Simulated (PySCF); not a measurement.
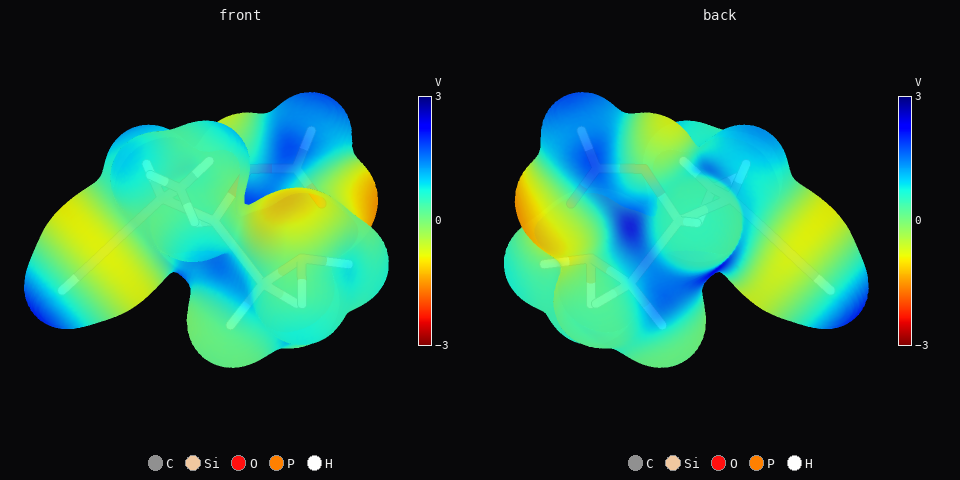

C5H11O2PSi2. The electrostatic potential painted on the density surface at 0.004 e/bohr³, seen from the front and from behind; the colour scale runs from red (negative) to blue (positive).

Geometry: GFN2-xTB.

All numbers below come from PySCF 2.14.0, PBE0/pcSseg-1, SCF density, gas phase, non-relativistic.

```yaml
atoms:
  - { symbol: C, position_ang: [-3.0298, -1.6335, -1.3512] }
  - { symbol: C, position_ang: [-2.4697, -0.8105, -0.6867] }
  - { symbol: C, position_ang: [-1.7771, 0.1572, 0.1310] }
  - { symbol: C, position_ang: [-1.3346, -0.4837, 1.4521] }
  - { symbol: Si, position_ang: [-0.2846, 0.8714, -0.8479] }
  - { symbol: O, position_ang: [0.1525, 2.1769, 0.1559] }
  - { symbol: C, position_ang: [1.3698, 2.4119, 0.5274] }
  - { symbol: O, position_ang: [2.3423, 1.7902, 0.1934] }
  - { symbol: Si, position_ang: [1.5512, -0.5238, -1.0887] }
  - { symbol: P, position_ang: [2.3976, -1.0146, 0.9351] }
  - { symbol: H, position_ang: [-3.5348, -2.3470, -1.9303] }
  - { symbol: H, position_ang: [-2.4821, 0.9673, 0.3544] }
  - { symbol: H, position_ang: [-0.6555, -1.3161, 1.2683] }
  - { symbol: H, position_ang: [-2.1961, -0.8604, 2.0017] }
  - { symbol: H, position_ang: [-0.8219, 0.2477, 2.0745] }
  - { symbol: H, position_ang: [-0.7888, 1.6292, -1.9976] }
  - { symbol: H, position_ang: [1.4318, 3.2786, 1.2094] }
  - { symbol: H, position_ang: [1.0944, -1.7916, -1.6931] }
  - { symbol: H, position_ang: [2.5542, 0.0187, -2.0102] }
  - { symbol: H, position_ang: [3.6401, -0.4650, 0.7101] }
  - { symbol: H, position_ang: [2.8321, -2.2860, 0.5918] }
```

### Describe the electrostatic potential map.

The most negative region (about −1.5 V, or −35 kcal/mol for a unit charge) lies over O8, the most positive (about +2.1 V, or +48 kcal/mol for a unit charge) over Si5 and H11. O8 is the likeliest acceptor of a hydrogen bond.
